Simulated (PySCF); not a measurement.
# C3H10Si2: the cost of one run

The runs use PySCF 2.14.0, with density-fitted response routines of our own; the level of theory stands in each step. All values are computed, except where a source is named. Atoms are numbered from 0 throughout.

## Step 1: Starting geometry

15 atoms, charge 0, multiplicity 1; geometry from: GFN2-xTB. The atoms were then displaced at random by about 0.01 Å, so the start is not that level's minimum.

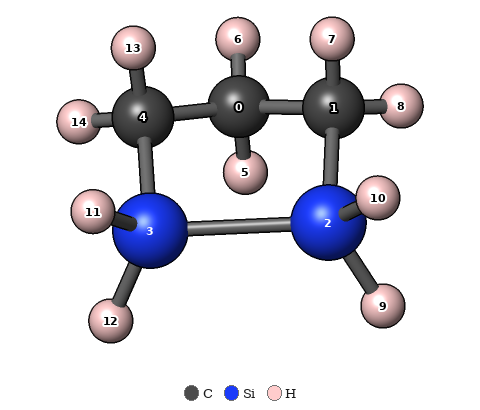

The starting geometry (carbon dark grey, silicon blue, hydrogen pink), atoms numbered.

## Step 2: Geometry optimisation at PBE0-D3(BJ)/def2-SVP

What the job is given:

```
{"job": {"xc": "PBE0", "basis": "def2-SVP", "d3": "d3bj", "grid": 1, "shake": 0.01, "kind": "geom"}, "charge": 0, "multiplicity": 1}
C      0.236850    -1.272690    -0.342520
C     -1.160420    -0.817550     0.171540
Si    -1.367200     1.074140    -0.083680
Si     0.965930     1.454270    -0.002360
C      1.337170    -0.408750     0.245300
H      0.231440    -1.139620    -1.438270
H      0.392970    -2.307530    -0.120900
H     -1.206610    -1.047500     1.232070
H     -1.937350    -1.382210    -0.305960
H     -2.023080     1.333530    -1.344980
H     -2.221980     1.630040     0.979910
H      1.510170     2.245480     1.103000
H      1.540790     1.939100    -1.244480
H      1.396910    -0.616690     1.330690
H      2.289080    -0.701390    -0.186610
```

On the command line:

```bash
$ OMP_NUM_THREADS=1 python probes_run.py task.json out
```

This one command runs all jobs of the session in turn.

Q: Estimate the wall time and peak memory of this first job on 1 thread of Arm Neoverse V1, shared host.

About 28 s, with a peak of 0.51 GiB.
